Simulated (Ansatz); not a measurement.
**A ladder of methods for SiH2 (SMILES [H][Si][H])**

SiH2: 3 atoms, total charge 0, spin state singlet. As SMILES, `[H][Si][H]`. The shape is that of a GFN2-xTB optimisation.

```xyz
3

Si    0.0052   -0.0082   -0.6557
H     1.1102   -0.0200    0.3374
H    -1.1155    0.0282    0.3183
```

Quantity: the vertical energy of the triplet above the singlet, in eV. The values are calculated.

```
        level                    kind  program  value (eV)  less FCI/3-21G  CPU time (all runs)
   BLYP/3-21G                     GGA   Ansatz        0.93           +0.31                1.3 s
    PBE/3-21G                     GGA   Ansatz        0.70           +0.08                1.4 s
 r2SCAN/3-21G                meta-GGA   Ansatz        0.51           -0.11                3.8 s
  BHLYP/3-21G           global hybrid   Ansatz        0.89           +0.27                1.4 s
r2SCAN0/3-21G         hybrid meta-GGA   Ansatz        0.51           -0.11                3.8 s
wB97M-V/3-21G  range-separated hybrid   Ansatz        1.08           +0.46                 15 s
 B2PLYP/3-21G           double hybrid   Ansatz        0.83           +0.21                1.7 s
    FCI/3-21G      exact in the basis   Ansatz        0.62            0.00                0.9 s
```

FCI/3-21G is exact within its basis and frozen core, so for wave-function methods in that basis the difference is their error; functionals converge differently with the basis, so for them it is only a difference. The values span 0.51 to 1.08 eV. All rows use very small basis sets, so none should be taken for the real molecule's value. In so small a basis fixed costs decide the times, and correlated methods can beat functionals. CPU times are rough (shared hosts, several kinds of processor and program).

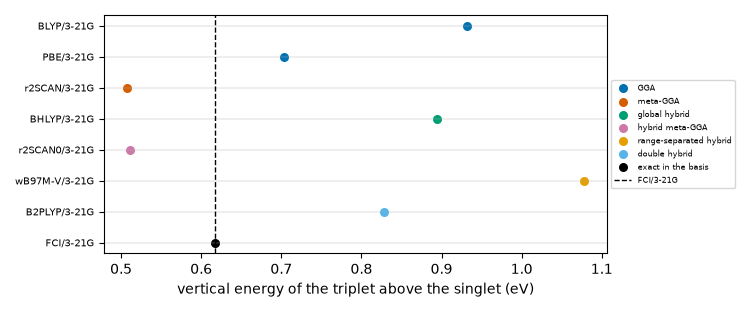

The values of the table, level by level.
